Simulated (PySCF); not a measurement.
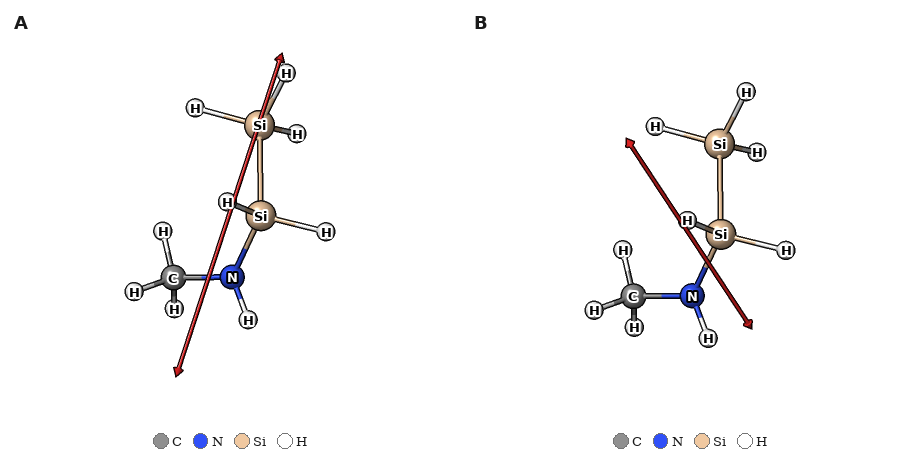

The double arrows show the directions of two transition dipoles from the ground state (lengths mean nothing). The geometry was computed by an optimisation with PBE0-D3(BJ)/def2-SVP. No frequency run is at hand to confirm it as a minimum. Level of theory: TDDFT ωB97X-D/def2-SVPD, vertical, gas phase, core orbitals frozen in the response (PySCF 2.14.0).

One belongs to singlet state 3 and one to singlet state 4. Which is which?

Answer. A: state 4, 7.01 eV (177 nm), oscillator strength 0.039, mainly HOMO → LUMO+3 (weight 0.69).
B: state 3, 6.82 eV (182 nm), oscillator strength 0.017, of mixed character, with the largest part HOMO → LUMO+1 (weight 0.46).
